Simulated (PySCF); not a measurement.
**What a change does: NMR shielding calculation on C3H11PSi2**

System: C3H11PSi2, SMILES C=C(C)[SiH2]P[SiH3].
Method of the first run: GIAO PBE0/pcSseg-1 NMR shielding, non-relativistic, gas phase (PySCF 2.14.0).

The geometry comes from this level: GFN2-xTB. Text and figures count atoms from 1; the logs count them from 0 in places.

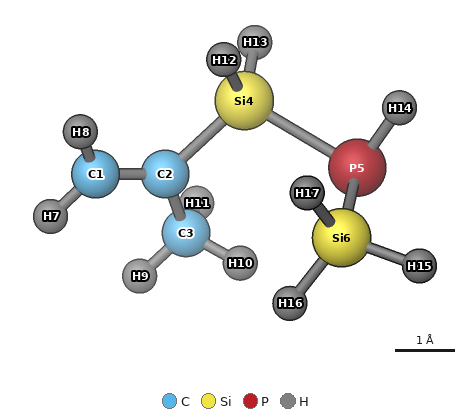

Figure 1. The structure (ball-and-stick view, seen at a tilt; atoms are numbered from 1 in the order of the input). Bond lengths as drawn: C–C 1.33 to 1.50 Å, C–H 1.08 to 1.09 Å, C–Si 1.89 Å, H–P 1.38 Å, H–Si 1.46 to 1.47 Å and P–Si 2.23 to 2.24 Å.

The input, the first run:
```
{"job": {"kind": "nmr", "xc": "PBE0", "basis": "pcSseg-1", "pop": false, "grid": 3}, "charge": 0, "multiplicity": 1}
C     -1.931050     0.095020     1.387459
C     -1.304626    -0.307243     0.290762
C     -1.091221    -1.758710    -0.006699
Si    -0.610899     0.907354    -0.979833
P      1.412186     0.141612    -1.562179
Si     2.606938     0.534938     0.277672
H     -2.320461    -0.601534     2.115562
H     -2.088005     1.138391     1.602099
H     -1.440206    -2.391910     0.807160
H     -0.030176    -1.950329    -0.176972
H     -1.619984    -2.034747    -0.918735
H     -0.596827     2.265953    -0.420014
H     -1.412689     0.903184    -2.210839
H      1.794010     1.288636    -2.224778
H      4.015579     0.447362    -0.105198
H      2.262589    -0.513071     1.237611
H      2.347846     1.847123     0.877013
```

The first line tells a small driver script what to run in PySCF; the rest is the geometry in Å.

Launched with:
```bash
OMP_NUM_THREADS=1 python <driver script> task.json out
```

Hardware: 1 CPU thread, shared host.

Output (the first run):
```
coarse grid: 14952 points
cycle   1  E = -1040.6136697305  dE =  2.661e-01  |g| = 3.512e-01  |ddm| = 3.639e+00
cycle   2  E = -1040.6098092636  dE =  3.860e-03  |g| = 3.726e-01  |ddm| = 7.176e-01
cycle   3  E = -1040.6475185939  dE = -3.771e-02  |g| = 3.658e-02  |ddm| = 4.025e-01
cycle   4  E = -1040.6477054480  dE = -1.869e-04  |g| = 2.552e-02  |ddm| = 5.584e-02
cycle   5  E = -1040.6478607689  dE = -1.553e-04  |g| = 6.606e-03  |ddm| = 2.526e-02
cycle   6  E = -1040.6478715166  dE = -1.075e-05  |g| = 1.934e-03  |ddm| = 8.304e-03
cycle   7  E = -1040.6478725531  dE = -1.036e-06  |g| = 2.737e-04  |ddm| = 2.864e-03
final grid: 207784 points
cycle   8  E = -1040.6829095898  dE = -2.475e-05  |g| = 6.304e-03  |ddm| = 2.391e-02
cycle   9  E = -1040.6829060102  dE =  3.580e-06  |g| = 7.178e-03  |ddm| = 1.289e-02
cycle  10  E = -1040.6829200382  dE = -1.403e-05  |g| = 7.006e-04  |ddm| = 7.462e-03
cycle  11  E = -1040.6829201396  dE = -1.015e-07  |g| = 2.775e-04  |ddm| = 7.681e-04
cycle  12  E = -1040.6829201588  dE = -1.918e-08  |g| = 5.571e-05  |ddm| = 2.825e-04
cycle  13  E = -1040.6829201596  dE = -8.363e-10  |g| = 1.681e-05  |ddm| = 8.887e-05
converged SCF energy = -1040.6829201596

GIAO shielding tensors (ppm)
atom      isotropic    diamagn.    paramagn.     s11        s22        s33       span
  0 C       50.793     252.602    -201.809    -63.850     71.383    144.847    208.697
  1 C       38.989     264.187    -225.198    -74.596     16.449    175.114    249.710
  2 C      159.268     247.964     -88.696    147.685    148.055    182.065     34.381
  3 Si     389.522     882.327    -492.804    338.698    400.884    428.985     90.287
  4 P      651.575     970.063    -318.488    583.080    619.180    752.464    169.384
  5 Si     431.461     880.572    -449.111    392.939    437.023    464.419     71.480
  6 H       25.622      30.865      -5.243     22.014     25.118     29.734      7.721
  7 H       25.951      31.847      -5.896     22.440     24.613     30.799      8.360
  8 H       29.778      30.497      -0.719     26.312     27.767     35.256      8.944
  9 H       29.580      31.655      -2.076     24.044     31.189     33.506      9.461
 10 H       29.680      29.130       0.549     25.869     27.884     35.286      9.417
 11 H       26.991      31.227      -4.236     23.405     25.538     32.029      8.624
 12 H       26.831      29.895      -3.064     23.563     24.595     32.335      8.772
 13 H       31.444      31.073       0.371     25.406     27.418     41.507     16.101
 14 H       27.580      28.990      -1.410     23.667     25.068     34.003     10.336
 15 H       27.876      30.309      -2.434     23.986     26.825     32.816      8.830
 16 H       27.607      29.826      -2.219     23.770     25.738     33.313      9.543
```

For the second run the input was changed thus:
```diff
-"xc": "PBE0"
+"xc": "CAM-B3LYP"
-"pop": false
+"pop": true
```

Predict how the results change.

The total energies belong to different methods, so their difference says nothing on which is more stable or more accurate. The HOMO goes from −7.17 to −8.37 eV. The LUMO goes from −0.33 to 0.85 eV. The dipole moment goes from 0.91 to 0.88 D. Of all shieldings, the largest change is that of P5, by −14.2 ppm. The functional changes from PBE0 to CAM-B3LYP. The SCF takes 12 iterations against 13.

Output (the second run):
```
coarse grid: 14952 points
cycle   1  E = -1041.0826579240  dE =  3.404e-01  |g| = 3.148e-01  |ddm| = 3.609e+00
cycle   2  E = -1041.0999045060  dE = -1.725e-02  |g| = 2.318e-01  |ddm| = 5.548e-01
cycle   3  E = -1041.1136374858  dE = -1.373e-02  |g| = 3.054e-02  |ddm| = 2.441e-01
cycle   4  E = -1041.1139086929  dE = -2.712e-04  |g| = 1.210e-02  |ddm| = 5.011e-02
cycle   5  E = -1041.1139448730  dE = -3.618e-05  |g| = 4.573e-03  |ddm| = 1.673e-02
cycle   6  E = -1041.1139497019  dE = -4.829e-06  |g| = 1.192e-03  |ddm| = 4.730e-03
final grid: 207784 points
cycle   7  E = -1041.1529134014  dE = -1.723e-05  |g| = 3.571e-03  |ddm| = 1.306e-02
cycle   8  E = -1041.1529141696  dE = -7.682e-07  |g| = 3.079e-03  |ddm| = 5.249e-03
cycle   9  E = -1041.1529164526  dE = -2.283e-06  |g| = 3.338e-04  |ddm| = 2.417e-03
cycle  10  E = -1041.1529164755  dE = -2.286e-08  |g| = 1.294e-04  |ddm| = 4.047e-04
cycle  11  E = -1041.1529164796  dE = -4.127e-09  |g| = 3.623e-05  |ddm| = 1.484e-04
cycle  12  E = -1041.1529164799  dE = -3.220e-10  |g| = 4.290e-06  |ddm| = 4.061e-05
converged SCF energy = -1041.1529164799

GIAO shielding tensors (ppm)
atom      isotropic    diamagn.    paramagn.     s11        s22        s33       span
  0 C       47.492     252.186    -204.693    -72.194     71.078    143.593    215.787
  1 C       33.145     264.162    -231.017    -86.734     11.025    175.143    261.877
  2 C      158.143     247.023     -88.880    146.071    147.328    181.031     34.960
  3 Si     380.455     882.162    -501.707    328.472    391.880    421.014     92.542
  4 P      637.417     970.239    -332.822    568.132    603.381    740.740    172.607
  5 Si     423.689     880.330    -456.641    384.703    428.815    457.548     72.844
  6 H       25.782      30.942      -5.160     22.197     25.219     29.930      7.732
  7 H       26.117      32.058      -5.942     22.627     24.783     30.940      8.312
  8 H       29.869      30.482      -0.614     26.347     27.995     35.263      8.916
  9 H       29.693      32.024      -2.331     24.226     31.222     33.631      9.405
 10 H       29.778      29.162       0.616     26.014     28.034     35.285      9.271
 11 H       27.201      31.508      -4.307     23.672     25.814     32.118      8.446
 12 H       27.067      30.064      -2.996     23.855     24.868     32.479      8.624
 13 H       31.676      31.205       0.472     25.752     27.814     41.464     15.712
 14 H       27.752      28.995      -1.244     23.885     25.292     34.078     10.193
 15 H       28.033      30.699      -2.666     24.188     27.002     32.910      8.722
 16 H       27.796      30.116      -2.321     24.024     26.006     33.357      9.333
```

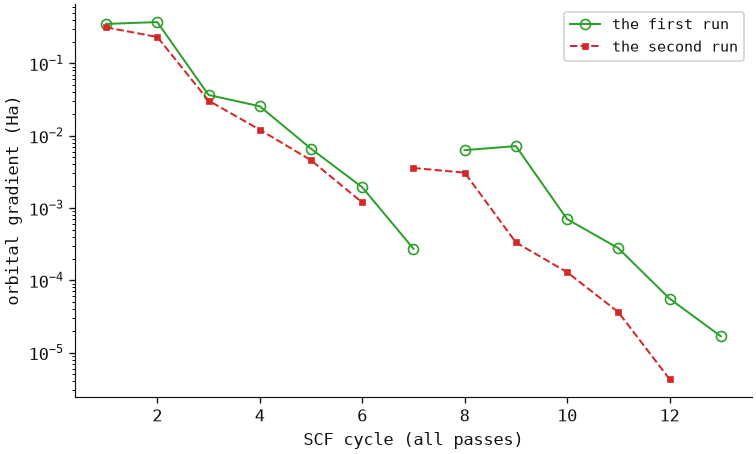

Figure 2. Convergence of the two runs: orbital gradient against the SCF cycle. A break in a curve parts two SCF passes (coarse and final grid). The first run takes 13 cycles in all, and the second run takes 12.

The two runs side by side:

| quantity | the first run | the second run |
| --- | --- | --- |
| outcome | converged | converged |
| total energy (hartree) | −1040.682920 | −1041.152916 |
| HOMO (eV) | −7.17 | −8.37 |
| LUMO (eV) | −0.33 | 0.85 |
| dipole moment (D) | 0.91 | 0.88 |
| shielding of C1 (ppm) | 50.8 | 47.5 |
| shielding of C2 (ppm) | 39.0 | 33.1 |
| shielding of C3 (ppm) | 159.3 | 158.1 |
| shielding of Si4 (ppm) | 389.5 | 380.5 |
| shielding of P5 (ppm) | 651.6 | 637.4 |
| shielding of Si6 (ppm) | 431.5 | 423.7 |
| shielding of H13 (ppm) | 26.8 | 27.1 |
| SCF iterations | 13 | 12 |
| basis functions | 178 | 178 |
| wall time (shared host) | 43 s | 61 s |
